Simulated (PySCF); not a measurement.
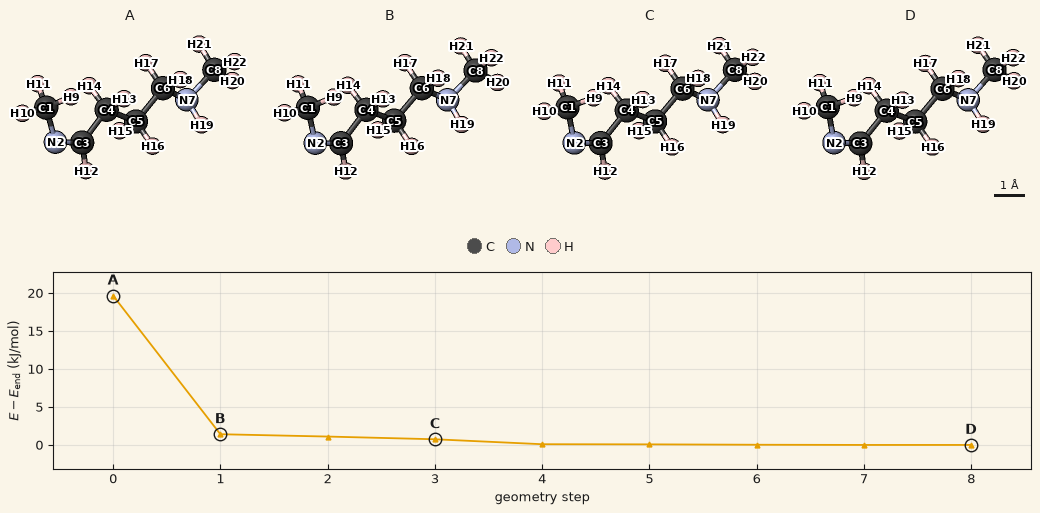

Frames of a relaxation of C$_{6}$H$_{14}$N$_{2}$, marked on the history of the run. A ball-and-stick model, seen from a free direction.

The start comes from GFN2-xTB. Its atoms were then displaced at random by about 0.01 Å.

The calculation used PBE0-D3(BJ)/def2-SVP geometry optimisation, gas phase (PySCF 2.14.0, density-fitted response routines). 

> Describe the path.

The largest move after the best rigid fit is that of H22, 0.14 Å. By element the largest moves are H 0.14 Å, C 0.08 Å, N 0.06 Å. Some distances before and after: C3–C4 1.464 → 1.505 Å, C4–C5 1.558 → 1.519 Å, C5–H16 1.071 → 1.106 Å, C1–H10 1.066 → 1.099 Å. Bond angles that change, for instance: C5–C4–H13 106.7° → 110.3°, H9–C1–H10 111.4° → 107.8°, C4–C3–H12 119.4° → 116.2°. After 8 geometry steps the energy has fallen by 19.7 kJ/mol. From step 0 to 1: H20 moves most (0.27 Å), energy −18.2 kJ/mol. From step 1 to 3: H20 moves most (0.13 Å), energy −0.66 kJ/mol. From step 3 to 8: H atoms move most (0.06 Å), energy −0.75 kJ/mol.
